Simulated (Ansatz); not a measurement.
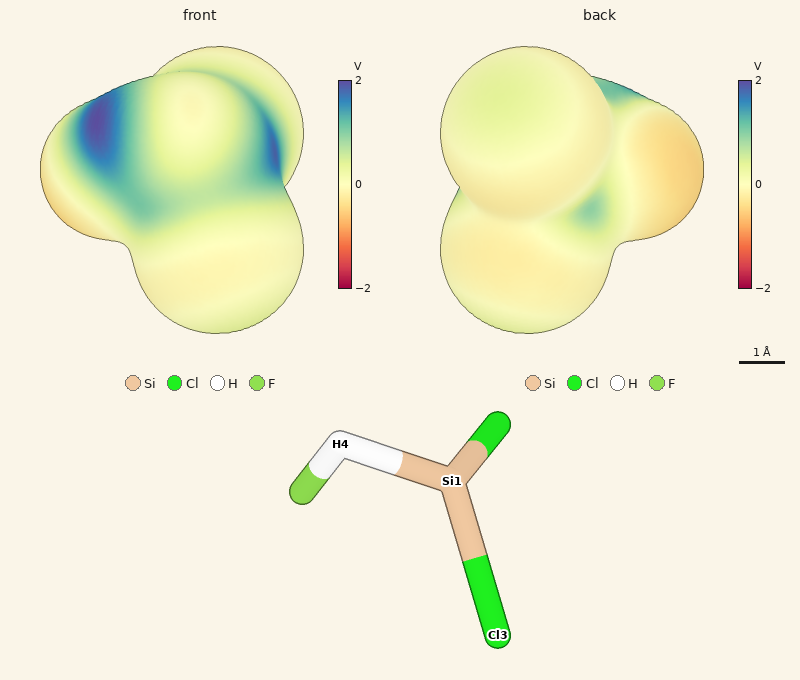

Figure. Cl$_{2}$FHSi. The electrostatic potential painted on the density surface at 0.002 e/bohr³, seen from the front and from behind; the colour scale runs from red (negative) to blue (positive). The bare structure is drawn below in the same view.

A transition-state structure; geometry: PBE0-D4/def2-TZVP.

Theory: RKS PBE0-D4/def2-TZVPP in Ansatz 0.2.0.

```yaml
atoms:
  - { symbol: Si, position_ang: [0.1919, -0.3554, 0.3530] }
  - { symbol: Cl, position_ang: [1.5956, -0.7579, -1.0812] }
  - { symbol: Cl, position_ang: [-1.4463, -1.4748, -0.1490] }
  - { symbol: H, position_ang: [0.0251, 1.1657, 0.9784] }
  - { symbol: F, position_ang: [-0.3663, 1.4225, -0.1012] }
```

**Describe the electrostatic potential map.**

The most negative region (about −0.5 V) lies over F5, the most positive (about +1.9 V) over H4. Cl2 shows a σ-hole: about +0.4 V at the tip opposite its bond, against about −0.1 V on its flanks. Cl3 shows a σ-hole: about +0.4 V at the tip opposite its bond, against about −0.1 V on its flanks.
